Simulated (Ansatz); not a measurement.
C$_{2}$H$_{3}$Cl$_{2}$In

```yaml
atoms:
  - { symbol: C, position_ang: [-1.8502, -0.0673, 1.6744] }
  - { symbol: C, position_ang: [-0.6614, 0.1177, 2.2563] }
  - { symbol: Cl, position_ang: [3.2553, 0.8047, 1.7698] }
  - { symbol: Cl, position_ang: [0.8093, 0.4855, -1.2747] }
  - { symbol: In, position_ang: [1.0549, 0.4510, 1.0597] }
  - { symbol: H, position_ang: [-1.9827, -0.0546, 0.5867] }
  - { symbol: H, position_ang: [-2.7561, -0.2419, 2.2685] }
  - { symbol: H, position_ang: [-0.5644, 0.0989, 3.3471] }
```

Geometry: PBE0-D4/def2-SVP; core potentials replace the inner electrons of In.

Method: isolated molecule in a Gaussian basis; Kohn-Sham density functional theory, functional PBE0 in Ansatz 0.2.0.

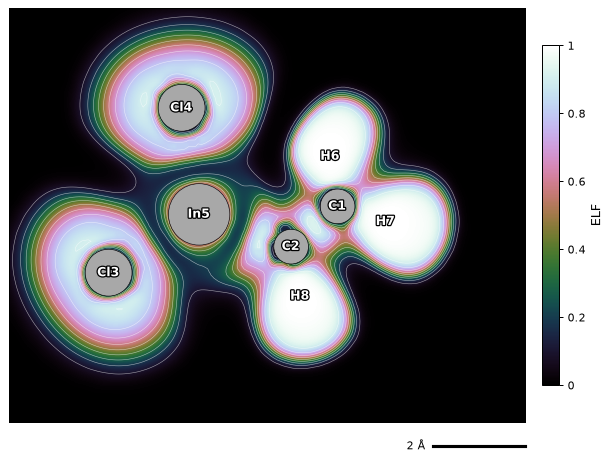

Figure 1. ELF on the molecular plane. Grey discs cover the atomic cores.

> Describe what can be read from this map.

The section cuts through C, Cl, In and H sites.
C–C (1.34 Å): the ELF peaks at about 0.90 between the atoms (a short, multiple covalent bond).
C–In (2.12 Å): the ELF peaks at about 0.90 in the valence shell of C, 0.7 Å from its nucleus, and drops to about 0.20 between the two atoms.
In–Cl (2.34 Å): the ELF peaks at about 0.80 in the valence shell of Cl, 0.8 Å from its nucleus, and drops to about 0.15 between the two atoms.
C–H (1.10 Å): the ELF climbs to about 1 towards the hydrogen, as it does in any bond to H; a covalent bond by its length.
The ELF also peaks beside Cl3 and Cl4, away from the bonds: lone-pair regions.

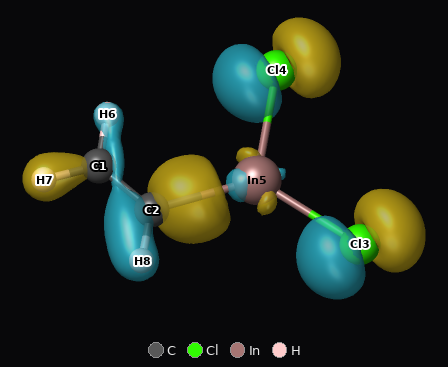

Figure 2. The HOMO at ±0.15 Å⁻³ᐟ² (yellow and cyan are the two phases), seen at a tilt.

> What is the character of this orbital?

Its weight (Hirshfeld) is mainly on Cl3 (about 30 %), Cl4 (about 25 %), C2 (about 20 %) and In5 (about 15 %); it is symmetric in the molecular plane (an in-plane orbital: σ, lone-pair or in-plane π type). Its energy is −8.58 eV.

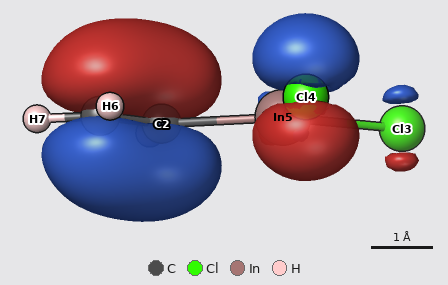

Figure 3. The HOMO−1 at ±0.1 Å⁻³ᐟ² (blue and red are the two phases), seen from one side.

> Where does this orbital lie, and at what energy?

By Hirshfeld shares it lies mainly on C2 (about 35 %), C1 (about 35 %) and Cl4 (about 15 %); it changes sign across the molecular plane (π type); π-bonding across C1–C2. Its energy is −8.80 eV.
